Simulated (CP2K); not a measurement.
**SiH3OF (SMILES O[SiH2]F): GFN1-xTB**

What is the energy change on altering one bond length of SiH3OF at GFN1-xTB? 

The results are computed with CP2K 2026.2.

3 further runs of the same task are left out: 3 set aside as unsound or not needed.

### 1 The system as given

SiH3OF: 6 atoms, total charge 0, spin state singlet. As SMILES, `O[SiH2]F`. The coordinates come from a PBE0-D4/def2-TZVP relaxation. This is one conformer, not always the lowest.

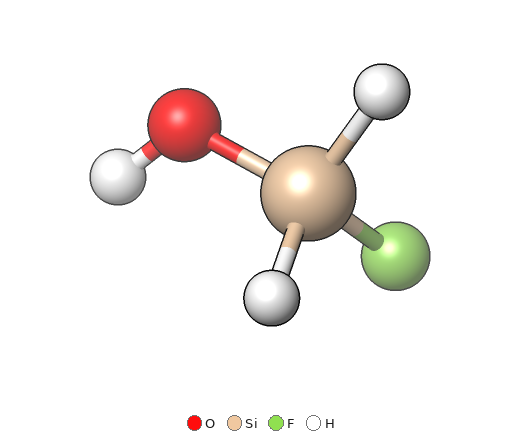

The structure, seen from a chosen angle (oxygen red, silicon light orange, fluorine green, hydrogen white).

### 2 The energy at GFN1-xTB

qs.inp

```
&GLOBAL
  PROJECT_NAME qs
  RUN_TYPE ENERGY
  PRINT_LEVEL MEDIUM
&END GLOBAL

&FORCE_EVAL
  METHOD QUICKSTEP
  &DFT
    &QS
      METHOD XTB
      EPS_DEFAULT 1.0E-10
      &XTB
        GFN_TYPE 1
        CHECK_ATOMIC_CHARGES F
      &END XTB
    &END QS
    &POISSON
      PERIODIC NONE
      POISSON_SOLVER ANALYTIC
    &END POISSON
    &SCF
      SCF_GUESS ATOMIC
      EPS_SCF 1.0E-06
      MAX_SCF 100
      ADDED_MOS 2
      &DIAGONALIZATION
        ALGORITHM STANDARD
      &END DIAGONALIZATION
      &MIXING
        METHOD BROYDEN_MIXING
        ALPHA 0.4
        NBUFFER 8
      &END MIXING
      &SMEAR ON
        METHOD FERMI_DIRAC
        ELECTRONIC_TEMPERATURE [K] 300
      &END SMEAR
    &END SCF
    &PRINT
      &MOMENTS
        PERIODIC F
        REFERENCE COM
        MAX_MOMENT 1
      &END MOMENTS
      &MO ON
        ENERGIES T
        OCCUPATION_NUMBERS T
        NDIGITS 6
        &EACH
          QS_SCF 0
        &END EACH
        ADD_LAST NUMERIC
      &END MO
      &HIRSHFELD OFF
      &END HIRSHFELD
    &END PRINT
  &END DFT
  &SUBSYS
    &CELL
      ABC 11.3 10.3 10.3
      PERIODIC NONE
    &END CELL
    &COORD
      O      4.855800     4.709400     3.979050
      Si     6.087600     4.909300     5.027050
      F      5.890100     3.995800     6.320950
      H      3.995100     5.068800     4.197550
      H      7.304900     4.460100     4.327350
      H      6.164400     6.304200     5.520750
    &END COORD
  &END SUBSYS
&END FORCE_EVAL
```

Launch:

```
$ OMP_NUM_THREADS=1 cp2k.psmp qs.inp > qs.out
```

Standard output:

```text
CP2K| version string:                                       CP2K version 2026.2
[...]
 GLOBAL| Method name                                                        CP2K
[...]
 GLOBAL| Run type                                                         ENERGY
[...]
                             - Atoms:                                          6
[...]
                             - Spherical basis functions:                     23
[...]
 Number of electrons:                                                         20
[...]
     1 NoMix/Diag. 0.40E+00    0.0     0.80672295       -13.3343242004 -1.33E+01
[...]
    44 Broy./Diag. 0.40E+00    0.0     0.00000090       -13.4787845679 -1.10E-06
  *** SCF run converged in    44 steps ***
[...]
  Fermi energy:                                                -0.19767882630272
[...]
 TB_DIPOLE| Moment [Debye]         -0.80639695       1.50013056      -0.44008101
 TB_DIPOLE| Derivative [a.u.]       0.00000000       0.00000000       0.00000000
[...]
 ENERGY| Total FORCE_EVAL ( QS ) energy [hartree]            -13.478784567915399
[...]
```

Run time: 1.9 s. Hardware: 1 thread of Intel Xeon at 2.50GHz (Skylake/Cascade Lake), shared host; peak memory 0.19 GiB.

### 3 The distorted shape at the same level

run.inp

```
&GLOBAL
 PROJECT run
 RUN_TYPE ENERGY
 PRINT_LEVEL MEDIUM
&END

&FORCE_EVAL
 METHOD QUICKSTEP
 &DFT
  CHARGE 0
  MULTIPLICITY 1
  &QS
   METHOD XTB
   EPS_DEFAULT 1.0E-10
   &XTB
    GFN_TYPE 1
    CHECK_ATOMIC_CHARGES F
   &END
  &END
  &POISSON
   PERIODIC NONE
   POISSON_SOLVER ANALYTIC
  &END
  &SCF
   SCF_GUESS ATOMIC
   EPS_SCF 1.0E-06
   MAX_SCF 100
   ADDED_MOS 2
   &DIAGONALIZATION
    ALGORITHM STANDARD
   &END
   &MIXING
    METHOD BROYDEN_MIXING
    ALPHA 0.4
    NBUFFER 8
   &END
   &SMEAR ON
    METHOD FERMI_DIRAC
    ELECTRONIC_TEMPERATURE [K] 300
   &END
  &END
  &PRINT
   &MOMENTS
    PERIODIC F
    REFERENCE COM
    MAX_MOMENT 1
   &END
   &MO ON
    ENERGIES T
    OCCUPATION_NUMBERS T
    NDIGITS 6
    &EACH
     QS_SCF 0
    &END
    ADD_LAST NUMERIC
   &END
   &HIRSHFELD OFF
   &END
  &END
 &END
 &SUBSYS
  &CELL
   ABC [angstrom] 11.5 10.3 10.5
   PERIODIC NONE
  &END
  &COORD
   O      4.863430     4.679420     4.000463
   Si     6.279970     4.909300     5.205637
   F      6.082470     3.995800     6.499537
   H      4.002730     5.038820     4.218963
   H      7.497270     4.460100     4.505937
   H      6.356770     6.304200     5.699337
  &END
 &END
&END
```

Launch:

```
$ OMP_NUM_THREADS=1 cp2k.psmp -i run.inp -o run.out
```

Standard output:

```text
CP2K| version string:                                       CP2K version 2026.2
[...]
 GLOBAL| Method name                                                        CP2K
[...]
 GLOBAL| Run type                                                         ENERGY
[...]
                             - Atoms:                                          6
[...]
                             - Spherical basis functions:                     23
[...]
 Number of electrons:                                                         20
[...]
     1 NoMix/Diag. 0.40E+00    0.0     1.23126758       -13.2672602186 -1.33E+01
[...]
    34 Broy./Diag. 0.40E+00    0.0     0.00000037       -13.4560348108  1.21E-06
  *** SCF run converged in    34 steps ***
[...]
  Fermi energy:                                                -0.22114761559924
[...]
 TB_DIPOLE| Moment [Debye]         -0.00836843       1.59517738       0.17375190
 TB_DIPOLE| Derivative [a.u.]       0.00000000       0.00000000       0.00000000
[...]
 ENERGY| Total FORCE_EVAL ( QS ) energy [hartree]            -13.456034810838190
[...]
```

Wall time 1.4 s (1 thread of Intel Xeon at 2.50GHz (Skylake/Cascade Lake), shared host); peak memory 0.2 GiB.

### 4 What came out

Level: GFN1-xTB.

```
                                                          quantity         value
                                         first shape: total energy  -13.47878 Eh
            first shape: dipole moment (from atomic charges alone)        1.76 D
                                          first shape: HOMO energy     -12.24 eV
                                          first shape: LUMO energy      -4.48 eV
                                        first shape: HOMO–LUMO gap       7.76 eV
                                    first shape: dispersion energy  -2.82 kJ/mol
                                     distorted shape: total energy  -13.45603 Eh
        distorted shape: dipole moment (from atomic charges alone)        1.60 D
                                      distorted shape: HOMO energy     -12.51 eV
                                      distorted shape: LUMO energy      -5.12 eV
                                    distorted shape: HOMO–LUMO gap       7.39 eV
                                distorted shape: dispersion energy  -2.78 kJ/mol
energy change with the O1–Si2 bond stretched from 1.630 to 1.874 Å      0.619 eV
```

In words: With the O1–Si2 bond stretched from 1.630 to 1.874 Å the energy rises by 0.62 eV (14.3 kcal/mol). The first shape isn't relaxed at this level, so the change isn't measured from a minimum. The dipole (first shape) comes from point charges on the atoms alone, without atomic dipoles, so it is partial. The dipole (distorted shape) comes from point charges on the atoms alone, without atomic dipoles, so it is partial.
